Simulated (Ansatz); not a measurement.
C3H5Cl2In (SMILES C=C[CH2][In]([Cl])[Cl])

```xyz
11

C    -0.0665   -0.8334   -1.5693
C    -0.3687   -1.2220   -0.3393
C    -0.2607   -0.4289    0.9178
In    0.4503    1.5856    0.7597
Cl    1.1424    2.8032   -1.0933
Cl    0.6085    2.8873    2.6846
H    -0.1876   -1.5058   -2.4103
H     0.3113    0.1606   -1.7929
H    -0.7424   -2.2368   -0.1987
H     0.4073   -0.9141    1.6376
H    -1.2287   -0.3527    1.4244
```

Geometry: PBE0-D4/def2-TZVP; core potentials replace the inner electrons of In.

These are results of Ansatz, RKS PBE0-D4/def2-TZVPP, not measurements.

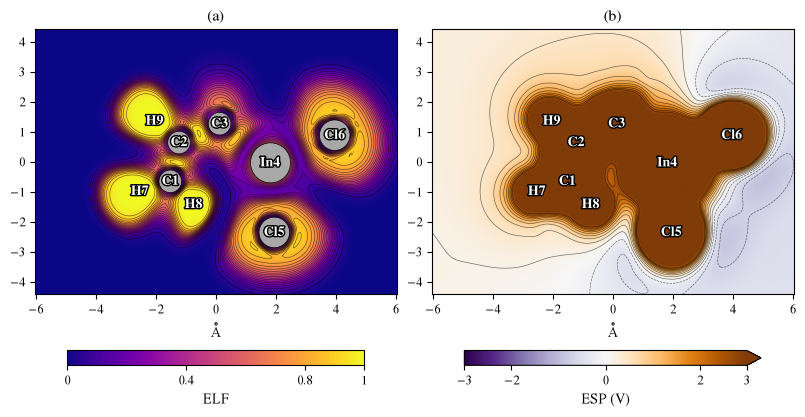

Figure 1. (a) ELF; (b) electrostatic potential on the plane of atoms C2, C3 and In4. Grey discs cover the atomic cores in the ELF map.

Q: Interpret the plot.

A:
- Atoms in the plane: C, In, Cl and H.
- C–C (1.32 Å): the ELF peaks at about 0.95 between the atoms: a multiple bond.
- C–In (2.14 Å): the ELF peaks at about 0.90 in the valence shell of C, 0.7 Å from its nucleus, and drops to about 0.20 between the two atoms.
- In–Cl (2.32 Å): the ELF peaks at about 0.80 in the valence shell of Cl, 0.8 Å from its nucleus, and drops to about 0.15 between the two atoms.
- C–H (1.08 Å): the ELF climbs to about 1 towards the hydrogen, as it does in any bond to H (a covalent bond by its length).
- C–C (1.49 Å): the ELF peaks at about 0.95 between the atoms, as expected for a covalent bond.
- The ELF also peaks beside Cl5 and Cl6, away from the bonds: lone-pair regions.
- Outside the dense part of the molecule the potential is most negative (−0.9 V) near Cl6.

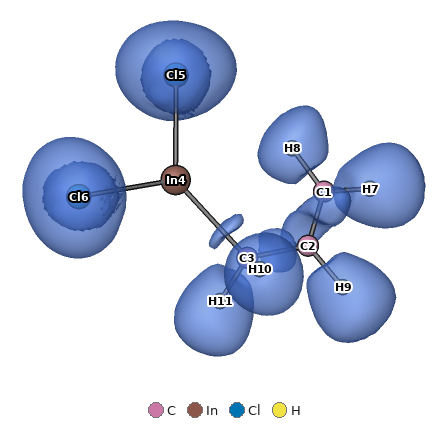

Figure 2. Isosurface of the ELF at 0.8 (blue), seen at a tilt. Only the valence region is drawn (cores and ρ < 0.01 e/Å³ removed).

Q: Describe the localisation domains.

A: At this value the surface marks out two regions between bonded C–C atoms (shared pairs), five regions around hydrogen nuclei, one lobe of the valence shell of C pointing towards In (polar bonds) and two regions wrapped around Cl (the valence shell of each).

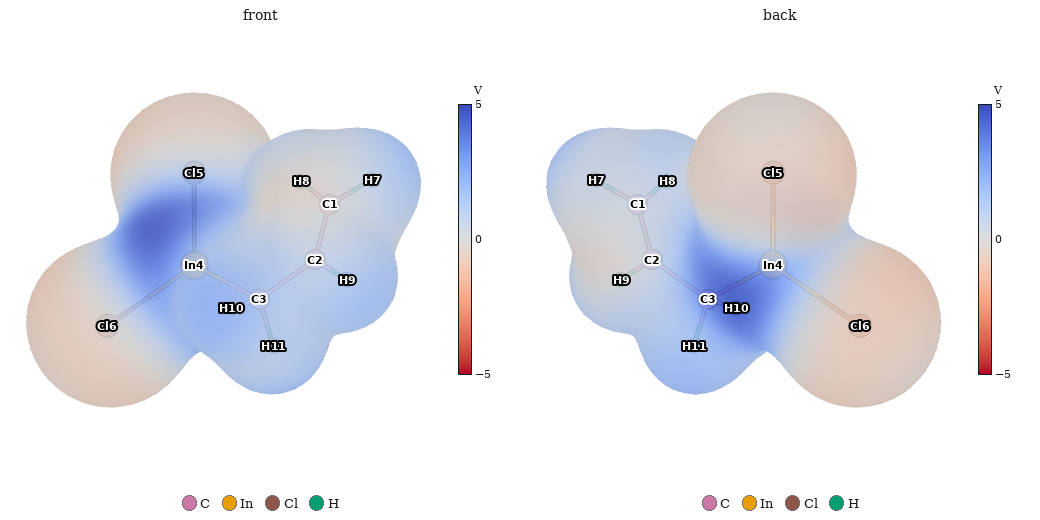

Figure 3. The molecular electrostatic potential painted on the density surface at 0.004 e/bohr³, seen from the front and from behind; red is negative and blue positive.

Q: Where is the surface potential most negative and most positive?

A: The most negative region (about −0.9 V) lies over Cl6, the most positive (about +4.4 V) over In4.

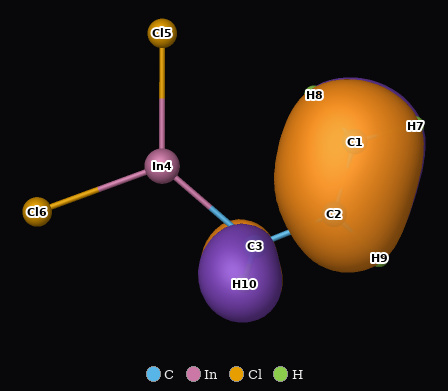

Figure 4. The HOMO at ±0.08 Å⁻³ᐟ² (orange and purple are the two phases), seen across its widest extent.

Q: What is the character of this orbital?

A: By Hirshfeld shares it lies mainly on C1 (about 40 %), C2 (about 35 %) and C3 (about 5 %); π-bonding across C1–C2. Its energy is −8.07 eV.
